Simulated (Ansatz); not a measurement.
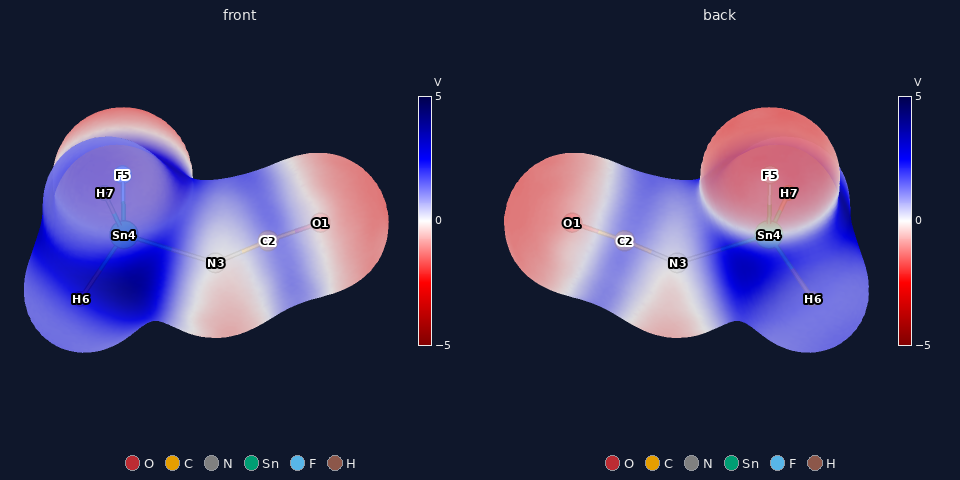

Figure 1: CH$_{2}$FNOSn (SMILES O=C=[N][SnH2][F]). The electrostatic potential painted on the density surface at 0.004 e/bohr³, seen from the front and from behind; red is negative and blue positive.

Geometry: PBE0-D4/def2-TZVP; core potentials replace the inner electrons of Sn.

Theory: RKS PBE0-D4/def2-TZVPP (Ansatz).

Input

```
crystal:
  periodic: [false, false, false]
  atoms:
    - {symbol: O, position_ang: [-0.221738, -2.869281, -0.931603]}
    - {symbol: C, position_ang: [-0.121538, -1.906785, -0.283816]}
    - {symbol: N, position_ang: [-0.020928, -0.958236, 0.449392]}
    - {symbol: Sn, position_ang: [0.157431, 1.031635, 0.318539]}
    - {symbol: F, position_ang: [-0.877091, 1.510008, -1.220140]}
    - {symbol: H, position_ang: [-0.618635, 1.696103, 1.665181]}
    - {symbol: H, position_ang: [1.763801, 1.428457, -0.043155]}
basis:
  gaussian: {orbitals: def2-TZVPP}
hamiltonian: {xc: pbe0, dispersion: d4}
output: {orbitals: {seedname: orbitals}}
```

Run with:

```sh
ansatz run in.yaml --threads 2 --pin off --events-out ev --progress --plain --max-ram 32768MiB --backend cpu
```

**Describe the electrostatic potential map.**

The most negative region (about −1.4 V) lies over F5, the most positive (about +3.9 V) over Sn4.
